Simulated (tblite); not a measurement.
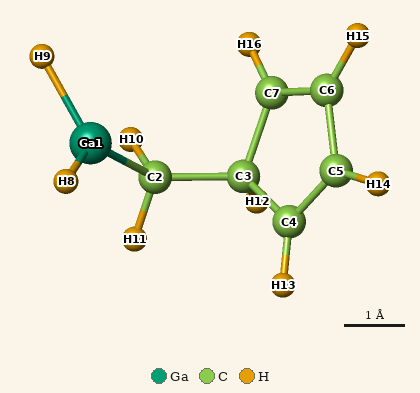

Figure 1. The structure as given in the input (ball-and-stick view, seen on its broad side; atoms are numbered from 1 in the order of the input). Sticks mark near contacts.

# Run report: C6H9Ga, geometry relaxation (part 1 of 2)

C6H9Ga, SMILES [GaH2][CH2]C1C=CC=C1, computed with GFN2-xTB geometry optimisation, gas phase (tblite 0.8.0).

It belongs to a series of runs on one base structure; here: C-C bond made double.

**Input file**
```
{"job": {"kind": "relax", "xc": "GFN2-xTB", "basis": "xTB"}, "charge": 0, "multiplicity": 1}
Ga     2.402400    -0.027300    -0.184900
C      0.915000    -0.910600     0.498900
C     -0.551400    -0.641700     0.404000
C     -1.087200    -0.634100    -0.973400
C     -1.574100     0.563100    -1.185700
C     -1.414700     1.429200    -0.032500
C     -0.809000     0.729700     0.919200
H      3.044700    -0.133000    -1.402800
H      3.312500     0.961700     0.810600
H      1.139300    -0.870100     1.617500
H      1.062600    -1.984200     0.225600
H     -1.095200    -1.421300     1.012200
H     -1.066800    -1.494700    -1.621800
H     -2.041700     0.925100    -2.112400
H     -1.716100     2.482600     0.079900
H     -0.527900     1.034400     1.934400
```

The first line tells a small driver script what to run in tblite; the rest is the geometry in Å.

Hardware: 1 CPU thread, shared host.

Command:
```bash
OMP_NUM_THREADS=1 python <driver script> task.json out
```

**Output**
```
step      E/eV     max force
  0    -503.78994    3.575
  1    -504.21472    2.013
  2    -504.40572    0.989
  3    -504.46441    0.781
  4    -504.52105    0.703
  5    -504.54866    0.584
  6    -504.56875    0.379
  7    -504.58083    0.253
  8    -504.58888    0.271
  9    -504.59583    0.309
 10    -504.60548    0.303
 11    -504.61398    0.264
 12    -504.62228    0.243
 13    -504.63088    0.268
 14    -504.64095    0.282
 15    -504.65092    0.262
 16    -504.65766    0.218
 17    -504.66276    0.225
 18    -504.66961    0.251
 19    -504.67820    0.287
 20    -504.68748    0.311
 21    -504.69645    0.278
 22    -504.70444    0.205
 23    -504.71103    0.235
 24    -504.71749    0.217
 25    -504.72406    0.208
 26    -504.73064    0.217
 27    -504.73854    0.295
 28    -504.74818    0.329
 29    -504.75767    0.248
 30    -504.76633    0.212
 31    -504.77454    0.265
 32    -504.78244    0.246
 33    -504.79083    0.310
 34    -504.80026    0.297
 35    -504.81082    0.322
 36    -504.82298    0.349
 37    -504.83732    0.315
 38    -504.85323    0.313
 39    -504.86943    0.291
 40    -504.88476    0.259
 41    -504.89073    0.297
 42    -504.90141    0.343
 43    -504.90697    0.236
 44    -504.91781    0.137
 45    -504.92206    0.204
 46    -504.92744    0.202
 47    -504.93213    0.158
 48    -504.93683    0.168
 49    -504.93970    0.113
 50    -504.94140    0.102
 51    -504.94246    0.072
 52    -504.94354    0.077
 53    -504.94470    0.087
 54    -504.94589    0.099
 55    -504.94682    0.079
 56    -504.94746    0.052
 57    -504.94788    0.041
 58    -504.94822    0.040
 59    -504.94855    0.040
 60    -504.94888    0.042
 61    -504.94919    0.043
 62    -504.94949    0.045
 63    -504.94981    0.045
 64    -504.95008    0.033
 65    -504.95025    0.022
 66    -504.95034    0.025
 67    -504.95041    0.027
 68    -504.95050    0.024
 69    -504.95057    0.020
 70    -504.95061    0.011
 71    -504.95063    0.010
 72    -504.95065    0.012
 73    -504.95068    0.021
 74    -504.95074    0.024
 75    -504.95080    0.023
 76    -504.95087    0.026
 77    -504.95095    0.024
 78    -504.95108    0.031
 79    -504.95126    0.043
 80    -504.95148    0.043
 81    -504.95169    0.034
 82    -504.95190    0.036
 83    -504.95215    0.035
 84    -504.95245    0.044
 85    -504.95275    0.042
 86    -504.95296    0.031
 87    -504.95310    0.026
 88    -504.95323    0.028
 89    -504.95340    0.034
 90    -504.95360    0.038
 91    -504.95386    0.051
 92    -504.95422    0.062
 93    -504.95469    0.058
 94    -504.95519    0.056
 95    -504.95555    0.045
 96    -504.95574    0.031
 97    -504.95586    0.034
 98    -504.95599    0.025
 99    -504.95613    0.030
100    -504.95625    0.027
101    -504.95636    0.031
102    -504.95646    0.029
103    -504.95654    0.020
104    -504.95659    0.015
105    -504.95663    0.016
106    -504.95668    0.019
107    -504.95672    0.016
108    -504.95676    0.012
109    -504.95677    0.013
110    -504.95678    0.009
```

**Trajectory as extended XYZ (Å, eV, eV/Å), 30 of the 111 frames kept, from step=0 to step=110**
```
16
Properties=species:S:1:pos:R:3:forces:R:3 step=0 energy=-503.78994
Ga    2.4024   -0.0273   -0.1849    0.7850   2.3600   2.2550
C     0.9150   -0.9106    0.4989   -0.5200  -2.3060   2.0410
C    -0.5514   -0.6417    0.4040   -0.7520  -0.8520   1.0770
C    -1.0872   -0.6341   -0.9734    0.4370  -0.9860   0.1600
C    -1.5741    0.5631   -1.1857   -1.2610   2.2040  -1.5940
C    -1.4147    1.4292   -0.0325   -0.2340   0.9710   0.0170
C    -0.8090    0.7297    0.9192    0.0150  -0.0880   0.9200
H     3.0447   -0.1330   -1.4028    1.5460  -0.3580  -3.2040
H     3.3125    0.9617    0.8106   -0.4400  -0.3930  -0.3030
H     1.1393   -0.8701    1.6175   -0.0280  -0.2400  -0.6320
H     1.0626   -1.9842    0.2256    0.0420   0.1100   0.1280
H    -1.0952   -1.4213    1.0122    0.2480   0.5840  -0.3290
H    -1.0668   -1.4947   -1.6218    0.0070   0.1180   0.0390
H    -2.0417    0.9251   -2.1124    0.2120  -0.2200   0.4800
H    -1.7161    2.4826    0.0799    0.0950  -0.7600  -0.4370
H    -0.5279    1.0344    1.9344   -0.1540  -0.1440  -0.6180
16
Properties=species:S:1:pos:R:3:forces:R:3 step=4 energy=-504.52105
Ga    2.4456    0.0999   -0.1316   -0.2530  -0.1600  -0.6360
C     0.9104   -0.9980    0.5724    0.2990  -0.0890   0.0950
C    -0.5728   -0.6570    0.4330    0.0810  -0.2700   0.1190
C    -1.0927   -0.6153   -0.9674    0.0400   0.0960   0.1190
C    -1.5892    0.6059   -1.2085    0.0000  -0.0040  -0.0900
C    -1.4144    1.4411   -0.0347    0.0690  -0.1450   0.1120
C    -0.8318    0.7194    0.9345   -0.1460   0.1500  -0.2260
H     3.1125   -0.1479   -1.5506   -0.0130   0.1040  -0.0090
H     3.3003    0.9587    0.8118    0.2150   0.3360   0.2760
H     1.1438   -0.9113    1.6474   -0.0320  -0.4380   0.1150
H     1.0702   -2.0322    0.2359    0.0030  -0.0740   0.2220
H    -1.1180   -1.4131    1.0191   -0.1390   0.1400  -0.0650
H    -1.0674   -1.4751   -1.6139   -0.0210   0.0840  -0.0250
H    -2.0500    0.9334   -2.1243    0.0060   0.0700   0.0200
H    -1.7187    2.4659    0.0487   -0.0570   0.1330  -0.1320
H    -0.5355    1.0345    1.9168   -0.0510   0.0660   0.1040
16
Properties=species:S:1:pos:R:3:forces:R:3 step=8 energy=-504.58888
Ga    2.4287    0.1156   -0.1901   -0.0540  -0.0160   0.2010
C     0.9306   -1.0265    0.5990   -0.1230  -0.0020  -0.0020
C    -0.5610   -0.6658    0.4445    0.0180   0.1350  -0.0530
C    -1.0849   -0.6069   -0.9587    0.1140  -0.0630  -0.0600
C    -1.5854    0.6099   -1.2125    0.0390   0.0040   0.0450
C    -1.4166    1.4428   -0.0363    0.0240   0.0050   0.0040
C    -0.8373    0.7217    0.9331    0.1040   0.0580   0.0050
H     3.1247   -0.1338   -1.5887   -0.0370   0.1130  -0.0620
H     3.3145    0.9959    0.8343   -0.1580  -0.0240  -0.2190
H     1.1457   -0.9849    1.6771    0.0540  -0.1600   0.0710
H     1.0754   -2.0624    0.2685    0.0030  -0.0830   0.0360
H    -1.1465   -1.3999    1.0179    0.0000   0.0670  -0.0300
H    -1.0701   -1.4577   -1.6154    0.0200  -0.0210  -0.0320
H    -2.0509    0.9451   -2.1261    0.0610  -0.0330   0.0790
H    -1.7248    2.4728    0.0232   -0.0040  -0.0210  -0.0180
H    -0.5496    1.0429    1.9188   -0.0620   0.0420   0.0330
16
Properties=species:S:1:pos:R:3:forces:R:3 step=11 energy=-504.61398
Ga    2.4039    0.1060   -0.1909    0.0570   0.0100   0.1050
C     0.9236   -1.0469    0.6186    0.1830  -0.0720  -0.0050
C    -0.5498   -0.6529    0.4460    0.0510  -0.0700  -0.0190
C    -1.0593   -0.6078   -0.9638    0.0090   0.0440   0.0070
C    -1.5727    0.6062   -1.2050    0.0490   0.0480  -0.0710
C    -1.4130    1.4461   -0.0359    0.0820   0.0120  -0.0540
C    -0.8178    0.7373    0.9315   -0.0200  -0.0330   0.0240
H     3.1162   -0.1005   -1.6066   -0.1390   0.0860   0.0490
H     3.2926    1.0140    0.8043   -0.1580  -0.0170  -0.1720
H     1.1534   -1.0533    1.6918   -0.0260   0.0760   0.1680
H     1.0754   -2.0806    0.2939   -0.1000  -0.1680  -0.1770
H    -1.1568   -1.3744    1.0065   -0.0780   0.0070   0.0720
H    -1.0663   -1.4584   -1.6262    0.0960   0.0590   0.0930
H    -2.0393    0.9448   -2.1117   -0.0210  -0.0100  -0.0780
H    -1.7287    2.4737    0.0087   -0.0180  -0.0020   0.0200
H    -0.5690    1.0556    1.9275    0.0320   0.0320   0.0380
16
Properties=species:S:1:pos:R:3:forces:R:3 step=15 energy=-504.65092
Ga    2.3784    0.0816   -0.1740   -0.0570  -0.0860  -0.1650
C     0.9443   -1.1023    0.6509   -0.1720  -0.1140   0.0550
C    -0.5192   -0.6475    0.4521   -0.0390   0.0210   0.1010
C    -1.0170   -0.5976   -0.9643    0.0220   0.0500   0.0720
C    -1.5388    0.6125   -1.2115    0.0660   0.0050  -0.0110
C    -1.3853    1.4536   -0.0435    0.0200  -0.0120   0.0320
C    -0.7906    0.7510    0.9330    0.0180  -0.0100  -0.0290
H     3.0580   -0.0302   -1.6108   -0.1760  -0.0150   0.0070
H     3.2234    1.0447    0.7230    0.0350   0.2070   0.1570
H     1.1541   -1.1275    1.7370   -0.0580   0.0080  -0.1570
H     1.0480   -2.1360    0.2864   -0.0520   0.0580   0.0120
H    -1.1820   -1.3336    1.0048    0.0900   0.0140   0.0020
H    -1.0319   -1.4500   -1.6206    0.1220  -0.0120   0.0360
H    -2.0261    0.9402   -2.1129    0.0490  -0.0180  -0.0500
H    -1.7359    2.4720   -0.0027    0.0580  -0.0410   0.0540
H    -0.5869    1.0780    1.9416    0.0740  -0.0550  -0.1180
16
Properties=species:S:1:pos:R:3:forces:R:3 step=19 energy=-504.67820
Ga    2.3433    0.0511   -0.1801   -0.0310   0.2040   0.2000
C     0.9282   -1.1527    0.6708    0.1210   0.1780  -0.1600
C    -0.5064   -0.6399    0.4672   -0.0320  -0.0580  -0.1100
C    -0.9794   -0.5874   -0.9538   -0.0170  -0.1050  -0.0750
C    -1.4990    0.6192   -1.2194   -0.0330  -0.0300   0.0110
C    -1.3605    1.4566   -0.0478   -0.0140   0.0160  -0.0290
C    -0.7646    0.7588    0.9292    0.0090   0.0090   0.0290
H     2.9661    0.0170   -1.6211   -0.0790  -0.0780  -0.1850
H     3.1685    1.1115    0.6935   -0.1360  -0.0480   0.0040
H     1.1415   -1.1815    1.7461   -0.0090  -0.0640   0.0720
H     1.0094   -2.1742    0.2805   -0.0680  -0.0470   0.0410
H    -1.1860   -1.3062    1.0120   -0.0870  -0.0710   0.0760
H    -0.9710   -1.4442   -1.6034    0.0760  -0.0350  -0.0180
H    -1.9966    0.9304   -2.1234    0.1400   0.0020   0.0100
H    -1.7255    2.4656    0.0050    0.0440   0.0890   0.0160
H    -0.5754    1.0850    1.9333    0.1130   0.0400   0.1180
16
Properties=species:S:1:pos:R:3:forces:R:3 step=23 energy=-504.71103
Ga    2.2991    0.0739   -0.1579   -0.0660   0.0680  -0.2150
C     0.9208   -1.1850    0.6711    0.0240  -0.0470   0.1250
C    -0.5054   -0.6438    0.4758    0.0440  -0.0130   0.0980
C    -0.9473   -0.5915   -0.9505   -0.0420  -0.0110   0.0560
C    -1.4583    0.6179   -1.2236    0.0010  -0.0440   0.0440
C    -1.3327    1.4609   -0.0507    0.0430  -0.0330   0.0620
C    -0.7367    0.7649    0.9310   -0.0100  -0.0400   0.0370
H     2.8320    0.0416   -1.6763   -0.1250  -0.0270   0.1780
H     3.0767    1.1857    0.6789   -0.0870  -0.0540   0.0040
H     1.1199   -1.2486    1.7524    0.0190   0.0130  -0.0270
H     0.9507   -2.2147    0.2830    0.0860   0.1310  -0.0230
H    -1.1999   -1.2922    1.0353    0.0130   0.0250  -0.0670
H    -0.8779   -1.4505   -1.5911   -0.0620  -0.0210  -0.1080
H    -1.9261    0.9225   -2.1428    0.0800   0.0800  -0.0350
H    -1.6948    2.4735    0.0181    0.0750  -0.0170  -0.0980
H    -0.5276    1.0944    1.9357    0.0060  -0.0090  -0.0320
16
Properties=species:S:1:pos:R:3:forces:R:3 step=27 energy=-504.73854
Ga    2.2187    0.0980   -0.1787   -0.2130  -0.0150   0.2030
C     0.9253   -1.2169    0.6966   -0.0710   0.0600  -0.0340
C    -0.4885   -0.6493    0.4973   -0.0800  -0.0280  -0.0680
C    -0.9131   -0.6061   -0.9394    0.0690   0.0360  -0.0160
C    -1.4130    0.6076   -1.2175    0.0900   0.0800  -0.0600
C    -1.2926    1.4567   -0.0462    0.0330  -0.0190  -0.0890
C    -0.7028    0.7650    0.9422   -0.0080  -0.0270  -0.0280
H     2.6609    0.0733   -1.6773    0.0100  -0.0150  -0.1750
H     2.9505    1.2391    0.6441   -0.0420  -0.0160  -0.0020
H     1.1124   -1.3225    1.7699    0.0860   0.0630   0.1190
H     0.9219   -2.2283    0.2765    0.1730  -0.0410  -0.0760
H    -1.2148   -1.2691    1.0399   -0.0050  -0.1070   0.0650
H    -0.8106   -1.4542   -1.6033   -0.1320   0.1310   0.1380
H    -1.8302    0.9337   -2.1572    0.0270   0.0010   0.0760
H    -1.6445    2.4754    0.0006    0.0810  -0.0590  -0.0510
H    -0.4872    1.1068    1.9410   -0.0210  -0.0430   0.0000
16
Properties=species:S:1:pos:R:3:forces:R:3 step=30 energy=-504.76633
Ga    2.0977    0.1356   -0.1793   -0.0750  -0.0530   0.0410
C     0.9135   -1.2433    0.7259    0.1700  -0.0110  -0.0510
C    -0.4907   -0.6638    0.5175   -0.0290  -0.1280   0.0240
C    -0.8756   -0.6102   -0.9253    0.0030   0.0020  -0.0500
C    -1.3494    0.6077   -1.2192    0.1210   0.0490  -0.0690
C    -1.2415    1.4463   -0.0508    0.1260   0.1460  -0.0010
C    -0.6756    0.7544    0.9503   -0.0080  -0.0020   0.0150
H     2.4806    0.0902   -1.7048   -0.0100   0.0360  -0.0490
H     2.8124    1.2883    0.6212    0.0080   0.0740  -0.0050
H     1.1194   -1.3746    1.7982   -0.0480   0.0440  -0.0850
H     0.9332   -2.2354    0.2548    0.0930   0.0080   0.0860
H    -1.2268   -1.2708    1.0547   -0.1100  -0.1440   0.0760
H    -0.7705   -1.4398   -1.5976   -0.1010  -0.1860   0.0050
H    -1.7214    0.9518   -2.1658   -0.0630  -0.0010  -0.0790
H    -1.5689    2.4667   -0.0311    0.0070   0.2020   0.0410
H    -0.4440    1.1058    1.9399   -0.0830  -0.0370   0.1020
16
Properties=species:S:1:pos:R:3:forces:R:3 step=34 energy=-504.80026
Ga    1.9652    0.1797   -0.1868    0.2010   0.1670  -0.1420
C     0.9206   -1.2555    0.7418   -0.1830   0.0240  -0.0300
C    -0.5089   -0.7019    0.5388   -0.0190   0.1340  -0.0820
C    -0.8514   -0.6210   -0.9218   -0.1230  -0.0360   0.0340
C    -1.2606    0.6209   -1.2322    0.0280  -0.0520   0.0520
C    -1.1577    1.4634   -0.0575    0.1000  -0.0900  -0.0220
C    -0.6602    0.7362    0.9626   -0.0330  -0.0260  -0.0210
H     2.3135    0.1034   -1.7309   -0.0270   0.0920   0.0850
H     2.6867    1.3389    0.6068   -0.0190   0.0640  -0.0830
H     1.1241   -1.3941    1.8085   -0.0220   0.0200   0.0270
H     0.9923   -2.2324    0.2525   -0.0530  -0.1040   0.0730
H    -1.2517   -1.3164    1.0778    0.1250   0.0770  -0.1360
H    -0.7863   -1.4666   -1.5886   -0.1020  -0.0100   0.0950
H    -1.6259    0.9730   -2.1850    0.0890  -0.0580   0.0550
H    -1.4757    2.4971   -0.0566    0.1980  -0.1060   0.1020
H    -0.4316    1.0843    1.9592   -0.1610  -0.0960  -0.0070
16
Properties=species:S:1:pos:R:3:forces:R:3 step=38 energy=-504.85323
Ga    1.8792    0.2453   -0.2107   -0.1370  -0.1640   0.2060
C     0.9034   -1.2624    0.7383    0.3070   0.0590  -0.0180
C    -0.5302   -0.7212    0.5404    0.1050  -0.1610   0.0310
C    -0.8589   -0.6444   -0.9133    0.0060   0.0370   0.0150
C    -1.1515    0.6255   -1.2434   -0.1500  -0.0720  -0.0180
C    -1.0289    1.4705   -0.0713   -0.1070  -0.1410   0.0470
C    -0.6469    0.7085    0.9724    0.0350  -0.0760   0.0030
H     2.1276    0.1625   -1.7384    0.0960   0.1040  -0.2130
H     2.5519    1.4294    0.5535    0.0690   0.1360  -0.0150
H     1.1099   -1.3920    1.8077   -0.0260   0.1090   0.0080
H     1.0270   -2.2553    0.2791   -0.2230   0.1210   0.0050
H    -1.2509   -1.3514    1.0692   -0.1160  -0.0270   0.0600
H    -0.8405   -1.5191   -1.5455   -0.1200   0.1210   0.0010
H    -1.5048    0.9722   -2.1993    0.1200   0.0630  -0.0620
H    -1.3116    2.5138   -0.0390    0.2170  -0.0870  -0.0770
H    -0.4823    1.0270    1.9888   -0.0750  -0.0220   0.0280
16
Properties=species:S:1:pos:R:3:forces:R:3 step=42 energy=-504.90141
Ga    1.7917    0.3123   -0.2215    0.0890   0.0470  -0.1450
C     0.9245   -1.2296    0.7320   -0.3170  -0.0820   0.1030
C    -0.5502   -0.7684    0.5429   -0.1360  -0.0160   0.0800
C    -0.8961   -0.6669   -0.9028    0.1100  -0.2440  -0.0270
C    -1.0951    0.6122   -1.2489    0.0030   0.1120   0.0110
C    -0.9317    1.4380   -0.0704   -0.0200   0.1100  -0.0310
C    -0.6528    0.6532    0.9862    0.0010  -0.0510   0.1440
H     2.0308    0.2134   -1.7753    0.0670   0.1420   0.0590
H     2.4777    1.5094    0.5260    0.0230   0.0520  -0.0620
H     1.1083   -1.3192    1.8081    0.0860   0.0660   0.0390
H     1.0596   -2.2290    0.3080   -0.0630  -0.0470  -0.0770
H    -1.2585   -1.4177    1.0638    0.0240  -0.1020   0.1250
H    -0.9856   -1.5445   -1.5124    0.0020  -0.0710  -0.1990
H    -1.3744    0.9938   -2.2167    0.0230  -0.0150  -0.0040
H    -1.0886    2.5034   -0.0486    0.0230   0.0580  -0.0390
H    -0.5670    0.9486    2.0183    0.0830   0.0400   0.0240
16
Properties=species:S:1:pos:R:3:forces:R:3 step=46 energy=-504.92744
Ga    1.7864    0.3243   -0.2330   -0.0620  -0.0120   0.0050
C     0.8929   -1.2303    0.7368    0.0800   0.0610  -0.0660
C    -0.5810   -0.7881    0.5549   -0.0490   0.0070  -0.0120
C    -0.8974   -0.6902   -0.9050   -0.1620   0.1030   0.0630
C    -1.0792    0.6008   -1.2440    0.1230  -0.0720   0.0390
C    -0.9097    1.4288   -0.0641    0.0620  -0.0510   0.0070
C    -0.6614    0.6359    0.9996   -0.1540   0.0500  -0.0790
H     2.0239    0.2692   -1.7864    0.0750   0.0890   0.0160
H     2.4657    1.5531    0.4988   -0.0180  -0.0710  -0.0630
H     1.1172   -1.2836    1.8109   -0.0110  -0.0480  -0.0780
H     1.0277   -2.2298    0.3062    0.0050   0.0240   0.0720
H    -1.2627   -1.4531    1.0912   -0.0560  -0.0240   0.0230
H    -1.0153   -1.5577   -1.5360    0.0780   0.0900   0.0390
H    -1.3268    0.9909   -2.2207    0.0310  -0.0540   0.0920
H    -1.0137    2.5048   -0.0530   -0.0180  -0.0890  -0.0260
H    -0.5742    0.9339    2.0323    0.0740  -0.0030  -0.0310
16
Properties=species:S:1:pos:R:3:forces:R:3 step=49 energy=-504.93970
Ga    1.7512    0.3486   -0.2437   -0.0740  -0.0220  -0.0560
C     0.8812   -1.2151    0.7298   -0.0360  -0.0110  -0.0040
C    -0.6116   -0.8058    0.5634    0.0340  -0.0020   0.0830
C    -0.9236   -0.7029   -0.8936   -0.0060  -0.0190   0.0410
C    -1.0413    0.5897   -1.2394   -0.0070   0.0340   0.0010
C    -0.8709    1.4163   -0.0639    0.0420   0.0010   0.0630
C    -0.6853    0.6190    1.0068    0.0230  -0.0300   0.0710
H     2.0016    0.3157   -1.7937    0.0640   0.0550   0.0020
H     2.4330    1.5752    0.4724   -0.0010  -0.0360   0.0040
H     1.1225   -1.2606    1.8025   -0.0480  -0.0110  -0.1020
H     1.0249   -2.2206    0.3159    0.0200   0.0420   0.0220
H    -1.2715   -1.4878    1.1085   -0.0160   0.0350  -0.0190
H    -1.0399   -1.5558   -1.5385    0.0270  -0.0490   0.0220
H    -1.2671    0.9869   -2.2124    0.0100  -0.0070  -0.1080
H    -0.9375    2.4928   -0.0638   -0.0330   0.0060   0.0010
H    -0.5732    0.9131    2.0383    0.0020   0.0160  -0.0200
16
Properties=species:S:1:pos:R:3:forces:R:3 step=53 energy=-504.94470
Ga    1.7408    0.3453   -0.2549   -0.0170   0.0330  -0.0220
C     0.8730   -1.2157    0.7247    0.0190  -0.0070  -0.0210
C    -0.6165   -0.8063    0.5718   -0.0260   0.0190  -0.0520
C    -0.9277   -0.7034   -0.8867    0.0140   0.0240  -0.0260
C    -1.0387    0.5903   -1.2380   -0.0120  -0.0420   0.0040
C    -0.8670    1.4158   -0.0585   -0.0460  -0.0050  -0.0300
C    -0.6879    0.6179    1.0143    0.0300   0.0590  -0.0490
H     2.0294    0.3386   -1.7967    0.0250   0.0130  -0.0240
H     2.4362    1.5642    0.4665   -0.0240  -0.0430   0.0230
H     1.1184   -1.2650    1.7914    0.0120   0.0310   0.0470
H     1.0231   -2.2208    0.3187   -0.0140  -0.0270  -0.0600
H    -1.2803   -1.4852    1.1134   -0.0160   0.0050   0.0170
H    -1.0300   -1.5585   -1.5341    0.0010  -0.0070   0.0620
H    -1.2641    0.9793   -2.2198    0.0540  -0.0250   0.0630
H    -0.9475    2.4925   -0.0645    0.0130  -0.0280   0.0350
H    -0.5688    0.9201    2.0411   -0.0120   0.0000   0.0310
```
